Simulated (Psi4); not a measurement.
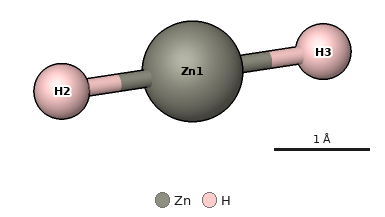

The structure as given in the input (ball-and-stick view, seen at a tilt; atoms are numbered from 1 in the order of the input). Sticks mark near contacts. Bond lengths as drawn: H–Zn 1.54 Å.

## Run report: ZnH2, excited-state calculation

The run: excited-state calculation of ZnH2, SMILES [ZnH2]. Method and program: EOM-CC2/6-31G, RHF (Psi4 1.11).

The geometry comes from this level: PBE0-D4/def2-TZVP.

### Log
```
Psi4 1.11 release

   => Loading Basis Set <=

    Name: 6-31G
    Role: ORBITAL
    Keyword: BASIS

         ---------------------------------------------------------
                                   SCF
                              RHF Reference
                        1 Threads,   1525 MiB Core
         ---------------------------------------------------------

  ==> Geometry <==

    Molecular point group: c1
    Full point group: C1

    Geometry (in Angstrom), charge = 0, multiplicity = 1:

       Center              X                  Y                   Z               Mass
    ------------   -----------------  -----------------  -----------------  -----------------
         ZN          -0.003700000000    -0.021600000000    -0.004400000000    63.929142010000
         H            0.590600000000     1.324200000000     0.465500000000     1.007825032230
         H           -0.597900000000    -1.367400000000    -0.474400000000     1.007825032230

  Running in c1 symmetry.

  Rotational constants: A =   7632.58883  B =      3.48414  C =      3.48255 [cm^-1]
  Rotational constants: A = 228819256.51254  B = 104451.81878  C = 104404.16056 [MHz]
  Nuclear repulsion =   20.729909730469121

  Charge       = 0
  Multiplicity = 1
  Electrons    = 32
  Nalpha       = 16
  Nbeta        = 16

  ==> Algorithm <==

  SCF Algorithm Type is PK.
  DIIS enabled.
  MOM disabled.
  Fractional occupation disabled.
  Guess Type is SAD.
  Energy threshold   = 1.00e-08
  Density threshold  = 1.00e-08
  Integral threshold = 1.00e-12

  ==> Primary Basis <==

  Basis Set: 6-31G
    Blend: 6-31G
    Number of shells: 15
    Number of basis functions: 33
    Number of Cartesian functions: 33
    Spherical Harmonics?: false
    Max angular momentum: 2

  ==> Integral Setup <==

  Using in-core PK algorithm.
   Calculation information:
      Number of atoms:                   3
      Number of AO shells:              15
      Number of primitives:             50
      Number of atomic orbitals:        33
      Number of basis functions:        33

      Integral cutoff                 1.00e-12
      Number of threads:                 1

  Performing in-core PK
  Using 315282 doubles for integral storage.
  We computed 7260 shell quartets total.
  Whereas there are 7260 unique shell quartets.

  ==> DiskJK: Disk-Based J/K Matrices <==

    J tasked:                  Yes
    K tasked:                  Yes
    wK tasked:                  No
    Memory [MiB]:             1144
    Schwarz Cutoff:          1E-12

  Minimum eigenvalue in the overlap matrix is 1.0832253946E-03.
  Reciprocal condition number of the overlap matrix is 2.5391810770E-04.
    Using symmetric orthogonalization.

  ==> Pre-Iterations <==

  SCF Guess: Superposition of Atomic Densities via on-the-fly atomic UHF (no occupation information).

   -------------------------
    Irrep   Nso     Nmo
   -------------------------
     A         33      33
   -------------------------
    Total      33      33
   -------------------------

  ==> Iterations <==

                        Total Energy        Delta E     RMS |[F,P]|

   @RHF iter SAD: -1774.44620126856034   -1.77445e+03   0.00000e+00
   @RHF iter   1: -1776.88190679076160   -2.43571e+00   8.24906e-02 DIIS/ADIIS
   @RHF iter   2: -1753.39182332602945    2.34901e+01   2.00595e-01 ADIIS
   @RHF iter   3: -1778.13678826247201   -2.47450e+01   5.00538e-02 DIIS/ADIIS
   @RHF iter   4: -1778.57366619282675   -4.36878e-01   1.19690e-02 DIIS/ADIIS
   @RHF iter   5: -1778.60236225234553   -2.86961e-02   8.70787e-04 DIIS/ADIIS
   @RHF iter   6: -1778.60290516487908   -5.42913e-04   1.77502e-04 DIIS/ADIIS
   @RHF iter   7: -1778.60293975507716   -3.45902e-05   3.30135e-05 DIIS
   @RHF iter   8: -1778.60294033788409   -5.82807e-07   5.06475e-06 DIIS
   @RHF iter   9: -1778.60294034826188   -1.03778e-08   4.44068e-07 DIIS
   @RHF iter  10: -1778.60294034841513   -1.53250e-10   1.17824e-07 DIIS
   @RHF iter  11: -1778.60294034842127   -6.13909e-12   7.06506e-09 DIIS
  Energy and wave function converged.

  ==> Post-Iterations <==

    Orbital Energies [Eh]
    ---------------------

    Doubly Occupied:

       1A   -353.302358     2A    -44.382240     3A    -38.950000
       4A    -38.950000     5A    -38.947368     6A     -5.644492
       7A     -3.849913     8A     -3.849913     9A     -3.848440
      10A     -0.776003    11A     -0.776003    12A     -0.771873
      13A     -0.771873    14A     -0.771314    15A     -0.459354
      16A     -0.394693

    Virtual:

      17A      0.058373    18A      0.058373    19A      0.138992
      20A      0.180720    21A      0.247495    22A      0.333623
      23A      0.333623    24A      0.550240    25A      1.164489
      26A      1.297781    27A      1.534731    28A      2.462431
      29A      2.462431    30A      2.463471    31A      2.463471
      32A      2.655216    33A     48.491374

    Final Occupation by Irrep:
              A
    DOCC [    16 ]
    NA   [    16 ]
    NB   [    16 ]

  @RHF Final Energy: -1778.60294034842127

   => Energetics <=

    Nuclear Repulsion Energy =             20.7299097304691209
    One-Electron Energy =               -2525.7740302450401941
    Two-Electron Energy =                 726.4411801661497066
    Total Energy =                      -1778.6029403484214981

Computation Completed

Properties will be evaluated at   0.000000,   0.000000,   0.000000 [a0]

Properties computed using the SCF density matrix

 Multipole Moments:

 ------------------------------------------------------------------------------------
     Multipole            Electronic (a.u.)      Nuclear  (a.u.)        Total (a.u.)
 ------------------------------------------------------------------------------------

 L = 1.  Multiply by 2.5417464519 to convert [e a0] to [Debye]
 Dipole X            :          0.2234794           -0.2235546           -0.0000752
 Dipole Y            :          1.3061778           -1.3061787           -0.0000009
 Dipole Z            :          0.2663369           -0.2662624            0.0000745
 Magnitude           :                                                    0.0001058

 ------------------------------------------------------------------------------------

	total time  =          0 seconds =       0.00 minutes
 MINTS: Wrapper to libmints.

   Calculation information:
      Number of threads:                 1
      Number of atoms:                   3
      Number of AO shells:              15
      Number of SO shells:              15
      Number of primitives:             50
      Number of atomic orbitals:        33
      Number of basis functions:        33

      Number of irreps:                  1
      Integral cutoff                 1.00e-12
      Number of functions per irrep: [  33 ]

 OEINTS: Overlap, kinetic, potential, dipole, and quadrupole integrals
         stored in file 35.

      Computing two-electron integrals...done
      Computed 76563 non-zero two-electron integrals.
        Stored in file 33.

	Wfn Parameters:
	--------------------
	Wavefunction         = CC2
	Number of irreps     = 1
	Number of MOs        = 33
	Number of active MOs = 33
	AO-Basis             = NONE
	Semicanonical        = false
	Reference            = RHF
	Print Level          = 1

	IRREP	# MOs	# FZDC	# DOCC	# SOCC	# VIRT	# FZVR
	-----	-----	------	------	------	------	------
	 A	   33	    0	    16	    0	    17	    0
	Transforming integrals...
	IWL integrals will be deleted.
	(OO|OO)...
	Presorting SO-basis two-electron integrals.
	Sorting File: SO Ints (nn|nn) nbuckets = 1
	Constructing frozen core operators
	Starting first half-transformation.
	Sorting half-transformed integrals.
	First half integral transformation complete.
	Starting second half-transformation.
	Two-electron integral transformation complete.
	(OO|OV)...
	Starting second half-transformation.
	Two-electron integral transformation complete.
	(OO|VV)...
	Starting second half-transformation.
	Two-electron integral transformation complete.
	(OV|OO)...
	Starting first half-transformation.
	Sorting half-transformed integrals.
	First half integral transformation complete.
	Starting second half-transformation.
	Two-electron integral transformation complete.
	(OV|OV)...
	Starting second half-transformation.
	Two-electron integral transformation complete.
	(OV|VV)...
	Starting second half-transformation.
	Two-electron integral transformation complete.
	(VV|OO)...
	Starting first half-transformation.
	Sorting half-transformed integrals.
	First half integral transformation complete.
	Starting second half-transformation.
	Two-electron integral transformation complete.
	(VV|OV)...
	Starting second half-transformation.
	Two-electron integral transformation complete.
	(VV|VV)...
	Starting second half-transformation.
	Two-electron integral transformation complete.
	Frozen core energy     =      0.00000000000000

	Size of irrep 0 of <ab|cd> integrals:      0.084 (MW) /      0.668 (MB)
	Total:                                     0.084 (MW) /      0.668 (MB)

	Size of irrep 0 of <ia|bc> integrals:      0.079 (MW) /      0.629 (MB)
	Total:                                     0.079 (MW) /      0.629 (MB)

	Size of irrep 0 of tijab amplitudes:       0.074 (MW) /      0.592 (MB)
	Total:                                     0.074 (MW) /      0.592 (MB)

	Nuclear Rep. energy          =     20.72990973046912
	SCF energy                   =  -1778.60294034842127
	One-electron energy          =  -2525.77402679763236
	Two-electron energy          =    726.44117671874233
	Reference energy             =  -1778.60294034842082

	total time  =          0 seconds =       0.00 minutes
            **************************
            *                        *
            *        CCENERGY        *
            *                        *
            **************************

    Nuclear Rep. energy (wfn)     =   20.729909730469121
    SCF energy          (wfn)     = -1778.602940348421271
    Reference energy    (file100) = -1778.602940348420816

    Input parameters:
    -----------------
    Wave function   =     CC2
    Reference wfn   =     RHF
    Brueckner       =     No
    Memory (Mbytes) =     1600.0
    Maxiter         =     50
    R_Convergence   =     1.0e-07
    E_Convergence   =     1.0e-06
    Restart         =     Yes
    DIIS            =     Yes
    AO Basis        =     NONE
    ABCD            =     NEW
    Cache Level     =     2
    Cache Type      =     LOW
    Print Level     =     1
    Num. of threads =     1
    # Amps to Print =     10
    Print MP2 Amps? =     No
    Analyze T2 Amps =     No
    Print Pair Ener =     No
    Local CC        =     No
    SCS-MP2         =     False
    SCSN-MP2        =     False
    SCS-CCSD        =     False

MP2 correlation energy -0.2777918498042932
                Solving CC Amplitude Equations
                ------------------------------
  Iter             Energy              RMS        T1Diag      D1Diag    New D1Diag    D2Diag
  ----     ---------------------    ---------   ----------  ----------  ----------   --------
     0        -0.277791849804293    0.000e+00    0.000000    0.000000    0.000000    0.095738
     1        -0.276638250997582    4.237e-02    0.007489    0.035340    0.035340    0.095738
     2        -0.282591369515336    1.332e-02    0.008034    0.040650    0.040650    0.100014
     3        -0.283676386552496    9.734e-03    0.010558    0.055739    0.055739    0.102605
     4        -0.283449313711725    2.168e-03    0.011115    0.059127    0.059127    0.103330
     5        -0.283462397239794    6.932e-04    0.011241    0.059992    0.059992    0.103411
     6        -0.283469339753525    1.630e-04    0.011259    0.060110    0.060110    0.103411
     7        -0.283471618916608    3.642e-05    0.011261    0.060123    0.060123    0.103412
     8        -0.283472489577847    1.713e-05    0.011262    0.060128    0.060128    0.103412
     9        -0.283472108734911    5.994e-06    0.011261    0.060124    0.060124    0.103412
    10        -0.283472103675065    1.435e-06    0.011262    0.060125    0.060125    0.103412
    11        -0.283472109943797    2.296e-07    0.011261    0.060125    0.060125    0.103412
    12        -0.283472106250248    4.829e-08    0.011261    0.060125    0.060125    0.103412

    Iterations converged.

    Largest TIA Amplitudes:
             13   2        -0.0415908102
             14   2         0.0295453221
             14   4         0.0232220015
             13   4        -0.0211400328
             13   8        -0.0083647349
              9  13        -0.0073161599
             10  14        -0.0073161598
             12  11        -0.0073056721
             11  12        -0.0073056721
             15   9        -0.0058704526

    Largest TIjAb Amplitudes:
     15  15   2   2        -0.0336301710
     12  12  11  11        -0.0302930727
     11  11  12  12        -0.0302930726
     10  10  14  14        -0.0302709002
      9   9  13  13        -0.0302709000
      9  10  13  14        -0.0266839464
     10   9  14  13        -0.0266839464
     14  14   4   4        -0.0258749499
     15  15   4   4        -0.0257128010
     11  12  12  11        -0.0245900380

    SCF energy       (wfn)                    = -1778.602940348421271
    Reference energy (file100)                = -1778.602940348420816

    Opposite-spin MP2 correlation energy      =   -0.187774730863606
    Same-spin MP2 correlation energy          =   -0.090017118940687
    Singles MP2 correlation energy            =   -0.000000000000000
    MP2 correlation energy                    =   -0.277791849804293
      * MP2 total energy                      = -1778.880732198225132
    CC2 correlation energy                    =   -0.283472106250248
      * CC2 total energy                      = -1778.886412454671017

			**************************
			*                        *
			*         CCHBAR         *
			*                        *
			**************************

	**********************************************************
	*  CCEOM: An Equation of Motion Coupled Cluster Program  *
	**********************************************************

	Nuclear Rep. energy (wfn)     =   20.729909730469121
	SCF energy          (wfn)     = -1778.602940348421271
	Reference energy    (file100) = -1778.602940348420816
	CC2 energy          (file100) =   -0.283472106250248

	Input parameters:
	-----------------
	Reference wfn   =     RHF
	Reference EOM wfn=     RHF
	Memory (Mbytes) =  1600.0
	ABCD            =     NEW
	Cache Level     =    2
	Cache Type      =     LRU
	Num. of threads =     1
	Local CC        =     No

	CCEOM parameters:
	-----------------
	States sought per irrep     = A 1,
	Max. number of iterations   =    80
	Vectors stored per root     =    12
	Print HbarSS iterations?    =     0
	Excitation range for HBarSS =     2
	Eigenvalue tolerance        = 1.0e-06
	Eigenvalue toleranceSS      = 1.0e-06
	Residual vector tolerance   = 1.0e-06
	Residual vector toleranceSS = 1.0e-06
	Complex tolerance           = 1.0e-12
	Root for properties         =     1
	Sym of state for properties =      A
	Guess vectors taken from    = SINGLES
	Restart EOM CC3             = NO
	Collapse with last vector   = YES

Fae   dot Fae   total 2386.2457019261
Fmi   dot Fmi   total 131503.4062636053
Fme   dot Fme   total    0.0033882285
WMBIJ dot WMBIJ total    0.0000000000
Wmbij dot Wmbij total    0.0000000000
WMbIj dot WMbIj total    0.0000000000
WmBiJ dot WmBiJ total    0.0000000000
Symmetry of ground state: A
Symmetry of excited state: A
Symmetry of right eigenvector: A
Seeking states with multiplicity of 1
Obtaining initial guess from singles-singles block of Hbar...Done.

Iter=1    L=1     Root    EOM Energy     Delta E   Res. Norm    Conv?
                     1   0.2655885111   2.66e-01    2.44e-01      N
Iter=2    L=2     Root    EOM Energy     Delta E   Res. Norm    Conv?
                     1   0.2275386624  -3.80e-02    1.70e-02      N
Iter=3    L=3     Root    EOM Energy     Delta E   Res. Norm    Conv?
                     1   0.2274118623  -1.27e-04    7.64e-03      N
Iter=4    L=4     Root    EOM Energy     Delta E   Res. Norm    Conv?
                     1   0.2273887146  -2.31e-05    3.24e-03      N
Iter=5    L=5     Root    EOM Energy     Delta E   Res. Norm    Conv?
                     1   0.2273861926  -2.52e-06    1.35e-03      N
Iter=6    L=6     Root    EOM Energy     Delta E   Res. Norm    Conv?
                     1   0.2273849579  -1.23e-06    8.25e-04      N
Iter=7    L=7     Root    EOM Energy     Delta E   Res. Norm    Conv?
                     1   0.2273843684  -5.90e-07    1.99e-04      N
Iter=8    L=8     Root    EOM Energy     Delta E   Res. Norm    Conv?
                     1   0.2273842868  -8.16e-08    7.94e-05      N
Iter=9    L=9     Root    EOM Energy     Delta E   Res. Norm    Conv?
                     1   0.2273841396  -1.47e-07    4.89e-05      N
Iter=10   L=10    Root    EOM Energy     Delta E   Res. Norm    Conv?
                     1   0.2273842045   6.49e-08    1.47e-05      N
Iter=11   L=11    Root    EOM Energy     Delta E   Res. Norm    Conv?
                     1   0.2273842348   3.03e-08    3.25e-06      N
Iter=12   L=12    Root    EOM Energy     Delta E   Res. Norm    Conv?
                     1   0.2273842321  -2.65e-09    7.10e-07      Y
Iter=13   L=2     Root    EOM Energy     Delta E   Res. Norm    Conv?
                     1   0.2273842321  -5.62e-14    7.10e-07      Y
Collapsing to only 1 vector(s).

Procedure converged for 1 root(s).
Energy written to CC_INFO:Etot -1778.6590282225
States per irrep written to CC_INFO.
EOM CC2 R0 for root 0 =   0.00000000002

Final Energetic Summary for Converged Roots of Irrep A
                     Excitation Energy              Total Energy
                (eV)     (cm^-1)     (au)             (au)
EOM State 1      6.187    49905.1   0.2273842321  -1778.659028222525

Largest components of excited wave function #1:
 RIA (libdpd indices) : (cscf notation)
        15 >   0      :       16a >    17a :    0.6836609983
        15 >   6      :       16a >    23a :    0.1244830484
        11 >   4      :       12a >    21a :    0.0120670398
        11 >  10      :       12a >    27a :    0.0036033082
         8 >   0      :        9a >    17a :    0.0032367618
 RIjAb (libdpd indices)     : (cscf notation)
       14  15 >   0   2     :    15a    16a >    17a    19a :   -0.0719249065
       15  14 >   2   0     :    16a    15a >    19a    17a :   -0.0719249065
       14  15 >   2   0     :    15a    16a >    19a    17a :   -0.0473816898
       15  14 >   0   2     :    16a    15a >    17a    19a :   -0.0473816898
       14  15 >   0   4     :    15a    16a >    17a    21a :   -0.0385125593

	Putting into environment energy for root of R irrep 1 and root 1.
	Putting into environment CURRENT ENERGY:             -1778.6590282225

	Total # of sigma evaluations: 12

    Psi4 run time: 0:00:01.24
```

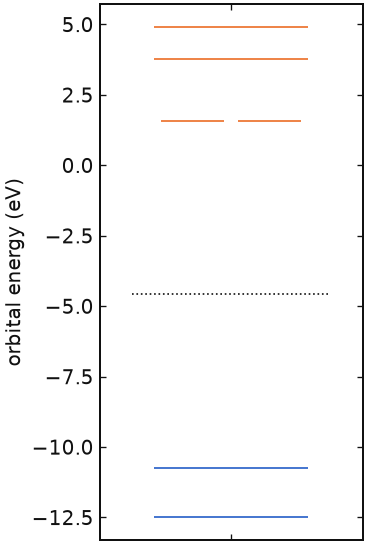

Orbital energies near the frontier (SCF reference); the dotted line parts filled from empty levels, and levels within 0.02 eV of each other stand side by side. Highest filled −10.74 eV, lowest empty 1.59 eV, 12.33 eV apart.

This output came from the following input.

### The input (calc.dat)
```
memory 1.6 GB

molecule system {
  0 1
  Zn    -0.003700    -0.021600    -0.004400
  H      0.590600     1.324200     0.465500
  H     -0.597900    -1.367400    -0.474400
  symmetry c1
  no_reorient
  no_com
}

set basis 6-31G
set scf_type pk
set roots_per_irrep [1]

result, w = energy("eom-cc2", return_wfn=True)
```

Command:
```bash
psi4 -i calc.dat -o calc.out -n 1
```

### Results in brief

| quantity | value |
| --- | --- |
| outcome | converged |
| total energy | −1778.886412 hartree |
| SCF energy | −1778.602940 hartree |
| MP2 energy | −1778.880732 hartree |
| basis functions | 33 |
| T1 diagnostic | 0.011 |
| HOMO of the SCF reference | −10.74 eV |
| LUMO of the SCF reference | 1.59 eV |
| hardware | 1 thread of Intel Xeon (Granite Rapids), 12 GiB of memory available, shared host |
| wall time | 2 s |
| peak memory | 0.22 GiB |
